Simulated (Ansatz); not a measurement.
**BFGeHS (SMILES FB[S]#[Ge]) (doublet): density, localisation and related maps**

Input

```
crystal:
  periodic: [false, false, false]
  atoms:
    - {symbol: B, position_ang: [-2.439489, 0.351148, 1.334651]}
    - {symbol: F, position_ang: [-2.613072, -0.321396, 0.159558]}
    - {symbol: Ge, position_ang: [-0.258413, -1.326759, 0.428315]}
    - {symbol: S, position_ang: [-0.890234, 0.120121, 2.178194]}
    - {symbol: H, position_ang: [-3.339045, 1.049042, 1.716933]}
basis:
  gaussian:
    orbitals: def2-TZVPD
magnetization:
  spin_polarized: true
  initial_magnetization: 1
hamiltonian:
  xc: {name: PBE0}
output:
  forces: true
  orbitals: {seedname: orbitals}
```

Launched as:

```sh
ansatz run input.yaml --threads 1 --pin off --max-ram 2610MiB --events-out events.jsonl --progress --plain --runs-dir runs
```

Geometry: B3LYP-D3(BJ)/def2-SVP.

Method: isolated molecule in a Gaussian basis; Kohn-Sham density functional theory, functional PBE0 in Ansatz.

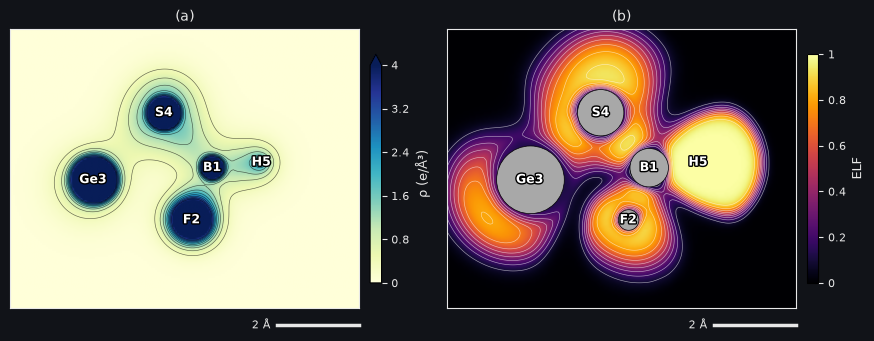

Figure 1. (a) total electron density; (b) electron localisation function on the molecular plane. Grey discs cover the atomic cores in the ELF map.

Q: Read the bonding off the picture.

A: The plane passes through B, F, Ge, S and H nuclei.
B–F (1.37 Å): ρ at the midpoint is about 2 e/Å³; the ELF peaks at about 0.85 between the atoms: a polar covalent bond.
B–S (1.78 Å): ρ at the midpoint is about 1.3 e/Å³; the ELF peaks at about 0.90 between the atoms, as expected for a covalent bond.
Ge–S (2.36 Å): ρ at the midpoint is about 0.59 e/Å³; the ELF peaks at about 0.85 in the valence shell of S, 0.9 Å from its nucleus, and is about 0.75 at the midpoint.
B–H (1.20 Å): ρ at the midpoint is about 1.3 e/Å³; the ELF climbs to about 1 towards the hydrogen, as it does in any bond to H (a covalent bond by its length).
The ELF also peaks beside F2, Ge3 and S4, away from the bonds: non-bonding electrons, paired or unpaired.

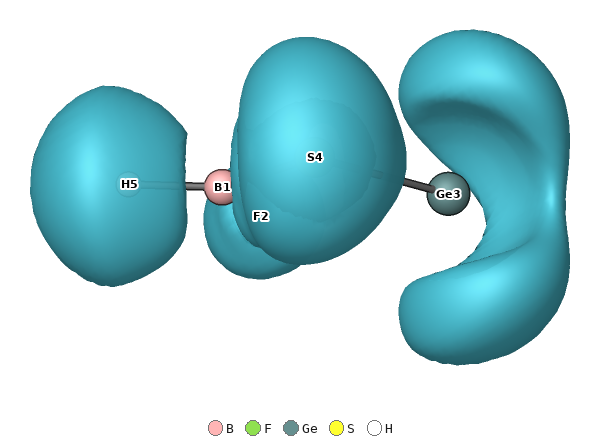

Figure 2. Isosurface of the electron localisation function at 0.75 (cyan), seen from one side. Only the valence region is drawn (cores and ρ < 0.01 e/Å³ removed).

Q: Identify the bonds, lone pairs and shells in this picture.

A: The surface consists of one region around a hydrogen nucleus, one region on F in which the atom's valence shell and bonds are merged, one region on S in which the atom's valence shell and bonds are merged and one region wrapped around Ge (its valence shell).

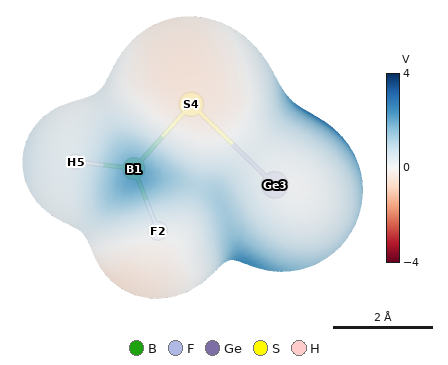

Figure 3. The molecular electrostatic potential painted on the density surface at 0.004 e/bohr³, seen across its widest extent; the colour scale runs from red (negative) to blue (positive).

Q: Describe the electrostatic potential map.

A: The most negative region (about −0.4 V) lies over F2 and S4, the most positive (about +3.8 V) over Ge3.
